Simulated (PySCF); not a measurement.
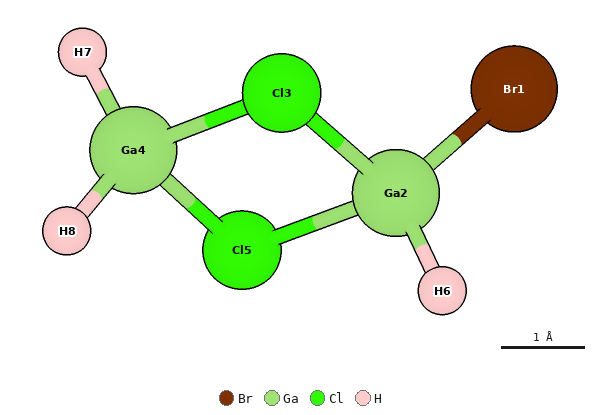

Fig. 1: The starting structure (ball-and-stick view, seen at a tilt; atoms are numbered from 1 in the order of the input). Sticks mark near contacts. Bond lengths as drawn: Br–Ga 2.27 Å, Cl–Ga 2.25 to 2.31 Å and Ga–H 1.53 to 1.56 Å.

## Ga$_{2}$H$_{3}$BrCl$_{2}$: geometry relaxation

- system: Ga$_{2}$H$_{3}$BrCl$_{2}$, SMILES [Br][GaH-]1[Cl+][GaH2-][Cl+]1
- method: PBE0-D3(BJ)/def2-SVP geometry optimisation, gas phase (PySCF 2.14.0)

## What the program printed
```
step   0  E = -7344.05284404  max force = 0.033630
step   1  E = -7344.06093784  max force = 0.004205
step   2  E = -7344.06128370  max force = 0.002118
step   3  E = -7344.06137964  max force = 0.001494
step   4  E = -7344.06144250  max force = 0.000662
step   5  E = -7344.06155103  max force = 0.001311
step   6  E = -7344.06157614  max force = 0.002663
step   7  E = -7344.06162231  max force = 0.001901
step   8  E = -7344.06164699  max force = 0.000657
step   9  E = -7344.06166013  max force = 0.000304
optimisation converged
```

## Trajectory as extended XYZ (Å, eV, eV/Å), 10 frames, from step=0 to step=9
```
8
Properties=species:S:1:pos:R:3:forces:R:3 step=0 energy=-199841.85689
Br    3.2618    0.8378    0.3680   -0.0135   0.2869   0.0828
Ga    1.4882   -0.4749   -0.1625    0.5045  -0.3348  -0.1138
Cl   -0.1274   -0.5912    1.4798    0.5782  -0.3939   1.0794
Ga   -1.6205    0.3999    0.1201   -1.7293   0.3632   0.0117
Cl   -0.0701    0.5329   -1.5274    0.4529   0.3629  -0.9475
H     1.7628   -1.8832   -0.6899   -0.0206  -0.3638  -0.1230
H    -1.9511    1.8140    0.6515    0.1477   0.2128   0.0692
H    -2.6885   -0.6545   -0.2920    0.0800  -0.1334  -0.0587
8
Properties=species:S:1:pos:R:3:forces:R:3 step=1 energy=-199842.07713
Br    3.1584    0.9406    0.3559   -0.0444   0.0143   0.0763
Ga    1.5381   -0.5678   -0.1946   -0.1966  -0.0176  -0.0136
Cl   -0.0559   -0.6069    1.5520   -0.0249   0.0806  -0.2162
Ga   -1.7095    0.4478    0.1404    0.1349  -0.0213   0.0118
Cl   -0.0344    0.5351   -1.5791   -0.0293  -0.0460   0.1512
H     1.7864   -2.0046   -0.7240   -0.0132   0.0445   0.0156
H    -1.9028    1.8925    0.6796    0.0894  -0.0148  -0.0156
H    -2.7219   -0.6542   -0.2811    0.0840  -0.0398  -0.0094
8
Properties=species:S:1:pos:R:3:forces:R:3 step=2 energy=-199842.08654
Br    3.1187    0.9520    0.4021   -0.0339   0.0065   0.0483
Ga    1.5257   -0.5682   -0.1922   -0.1089  -0.0047  -0.0022
Cl   -0.0681   -0.6158    1.5369   -0.0309   0.0348  -0.0912
Ga   -1.6991    0.4488    0.1288    0.0790  -0.0074   0.0243
Cl   -0.0316    0.5285   -1.5836   -0.0101  -0.0149   0.0541
H     1.7858   -2.0002   -0.7201    0.0082   0.0093  -0.0070
H    -1.8680    1.8951    0.6664    0.0542   0.0039  -0.0095
H    -2.7050   -0.6578   -0.2893    0.0424  -0.0274  -0.0168
8
Properties=species:S:1:pos:R:3:forces:R:3 step=3 energy=-199842.08916
Br    3.0355    0.9713    0.4924    0.0241  -0.0044  -0.0131
Ga    1.5036   -0.5759   -0.1823    0.0207  -0.0211  -0.0042
Cl   -0.1007   -0.6453    1.5141   -0.0336  -0.0470   0.0768
Ga   -1.6786    0.4563    0.1082   -0.0353   0.0299   0.0309
Cl   -0.0216    0.5120   -1.5953    0.0173   0.0208  -0.0692
H     1.7996   -1.9969   -0.7173    0.0204   0.0016  -0.0083
H    -1.7942    1.9082    0.6415   -0.0016   0.0074   0.0012
H    -2.6852   -0.6472   -0.3123   -0.0118   0.0129  -0.0140
8
Properties=species:S:1:pos:R:3:forces:R:3 step=4 energy=-199842.09087
Br    3.0424    0.9611    0.4867    0.0052  -0.0099  -0.0026
Ga    1.5024   -0.5824   -0.1810    0.0048  -0.0030  -0.0019
Cl   -0.1067   -0.6525    1.5170   -0.0183  -0.0332   0.0310
Ga   -1.6786    0.4631    0.1109   -0.0196   0.0207   0.0181
Cl   -0.0200    0.5118   -1.5955    0.0145   0.0126  -0.0341
H     1.7991   -2.0019   -0.7194    0.0133  -0.0047  -0.0047
H    -1.7875    1.9149    0.6457    0.0050   0.0060   0.0034
H    -2.6928   -0.6316   -0.3152   -0.0048   0.0115  -0.0093
8
Properties=species:S:1:pos:R:3:forces:R:3 step=5 energy=-199842.09382
Br    3.0354    0.9217    0.5009   -0.0201  -0.0177   0.0111
Ga    1.4892   -0.6139   -0.1756   -0.0154   0.0306   0.0009
Cl   -0.1436   -0.6968    1.5123    0.0164  -0.0044  -0.0674
Ga   -1.6693    0.4972    0.1136    0.0075   0.0012  -0.0162
Cl   -0.0086    0.5067   -1.6009    0.0112  -0.0047   0.0479
H     1.8003   -2.0253   -0.7261   -0.0105  -0.0183   0.0056
H    -1.7260    1.9478    0.6593    0.0112   0.0005   0.0134
H    -2.7193   -0.5548   -0.3344   -0.0002   0.0129   0.0046
8
Properties=species:S:1:pos:R:3:forces:R:3 step=6 energy=-199842.09450
Br    3.0124    0.8541    0.5369   -0.0340  -0.0201   0.0154
Ga    1.4640   -0.6661   -0.1719   -0.0222   0.0446   0.0024
Cl   -0.2079   -0.7703    1.4874    0.0565   0.0538  -0.1370
Ga   -1.6484    0.5558    0.1151    0.0278  -0.0301  -0.0476
Cl    0.0121    0.5020   -1.6084    0.0062  -0.0239   0.1168
H     1.7936   -2.0684   -0.7353   -0.0397  -0.0292   0.0110
H    -1.6106    1.9957    0.6885    0.0085  -0.0081   0.0228
H    -2.7568   -0.4204   -0.3632   -0.0029   0.0130   0.0162
8
Properties=species:S:1:pos:R:3:forces:R:3 step=7 energy=-199842.09576
Br    3.0126    0.8352    0.5431   -0.0215  -0.0090   0.0089
Ga    1.4604   -0.6753   -0.1755   -0.0127   0.0187   0.0010
Cl   -0.2133   -0.7744    1.4772    0.0442   0.0419  -0.0977
Ga   -1.6444    0.5674    0.1139    0.0242  -0.0305  -0.0362
Cl    0.0178    0.5065   -1.6063    0.0002  -0.0150   0.0915
H     1.7802   -2.0816   -0.7365   -0.0360  -0.0157   0.0065
H    -1.5929    2.0023    0.6985    0.0044  -0.0037   0.0162
H    -2.7621   -0.3975   -0.3653   -0.0029   0.0133   0.0099
8
Properties=species:S:1:pos:R:3:forces:R:3 step=8 energy=-199842.09643
Br    3.0274    0.7912    0.5408    0.0106   0.0128  -0.0048
Ga    1.4567   -0.6920   -0.1891    0.0193  -0.0318  -0.0023
Cl   -0.2064   -0.7670    1.4572   -0.0186  -0.0106   0.0338
Ga   -1.6376    0.5867    0.1156    0.0129  -0.0069   0.0032
Cl    0.0283    0.5256   -1.5923   -0.0101   0.0167  -0.0111
H     1.7312   -2.1107   -0.7449   -0.0071   0.0106  -0.0119
H    -1.5729    2.0108    0.7251   -0.0043   0.0046  -0.0013
H    -2.7683   -0.3622   -0.3633   -0.0026   0.0045  -0.0056
8
Properties=species:S:1:pos:R:3:forces:R:3 step=9 energy=-199842.09679
Br    3.0284    0.7807    0.5399    0.0008   0.0049  -0.0014
Ga    1.4534   -0.6994   -0.1895    0.0142  -0.0148  -0.0003
Cl   -0.2130   -0.7755    1.4566   -0.0042   0.0003   0.0156
Ga   -1.6342    0.5934    0.1188    0.0124  -0.0069  -0.0038
Cl    0.0304    0.5282   -1.5906   -0.0085   0.0088  -0.0009
H     1.7251   -2.1158   -0.7516   -0.0088   0.0043  -0.0089
H    -1.5606    2.0159    0.7314   -0.0034   0.0013   0.0018
H    -2.7712   -0.3451   -0.3659   -0.0025   0.0022  -0.0021
```

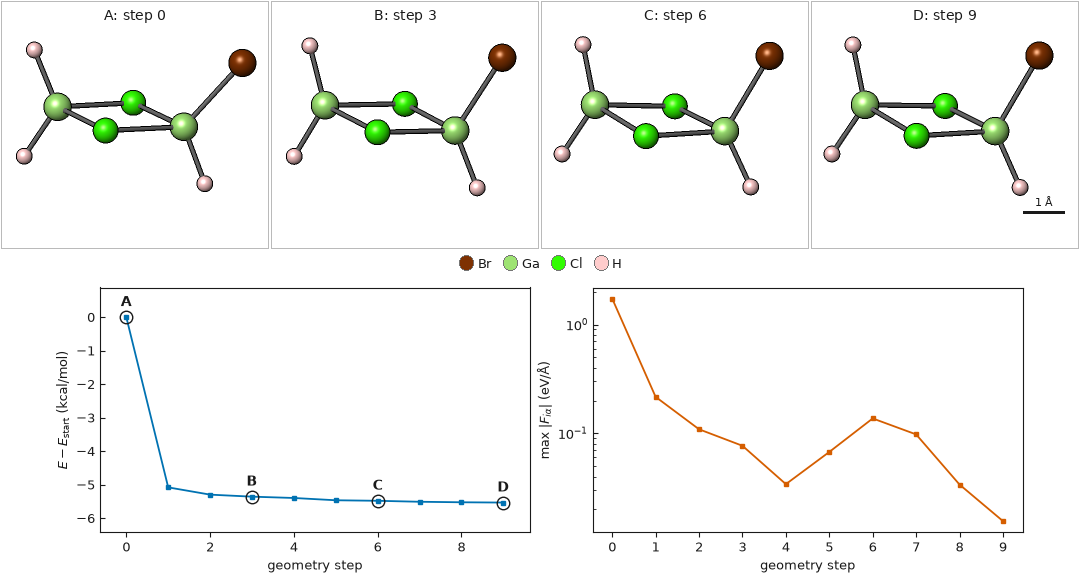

Fig. 2: Frames of the relaxation (ball-and-stick view, seen at a tilt) above the curves, on which the letters mark them (steps are counted from 0).

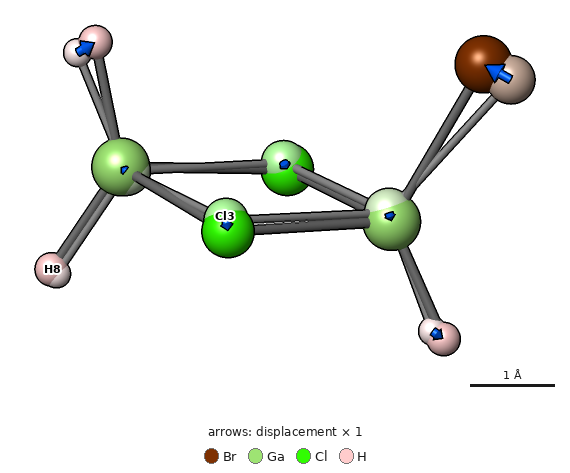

Fig. 3: Start (faint) and end (solid) with the displacements as blue arrows, at true length (ball-and-stick view, seen at a tilt). The two geometries are laid on each other by the best rigid fit. Br1 moves most after the best rigid fit: 0.38 Å. By element the largest moves are Br 0.38 Å, H 0.26 Å, Cl 0.14 Å, Ga 0.11 Å. Distances before and after: Cl3–Ga4 2.250 → 2.384 Å, Ga4–Cl5 2.266 → 2.387 Å, Ga2–Cl5 2.304 → 2.344 Å, Ga2–Cl3 2.307 → 2.344 Å. Among the angles that change: H7–Ga4–H8 124.3° → 135.5°, Br1–Ga2–Cl5 114.5° → 105.7°, Br1–Ga2–H6 118.2° → 126.1°. The energy falls by 5.53 kcal/mol in 9 geometry steps. The largest force component goes from 1.7 to 0.016 eV/Å. (Atoms are counted from 1 in the order of the input.)

This output came from the following input.

## Input
```
{"job": {"xc": "PBE0", "basis": "def2-SVP", "d3": "d3bj", "grid": 1, "shake": 0.01, "kind": "geom"}, "charge": 0, "multiplicity": 1}
Br     3.261840     0.837850     0.368030
Ga     1.488170    -0.474870    -0.162500
Cl    -0.127430    -0.591200     1.479770
Ga    -1.620530     0.399910     0.120050
Cl    -0.070130     0.532900    -1.527420
H      1.762820    -1.883160    -0.689920
H     -1.951120     1.813960     0.651540
H     -2.688490    -0.654530    -0.292030
```

The first line tells a small driver script what to run in PySCF; the rest is the geometry in Å.

Run as:
```bash
OMP_NUM_THREADS=1 python <driver script> task.json out
```

## Key numbers

```csv
quantity,value
outcome,converged
total energy,−7344.061660 hartree
dipole moment,1.90 D
point group,Cs
hardware,"1 CPU thread, shared host"
wall time,4.3 min
peak memory,0.74 GiB
```
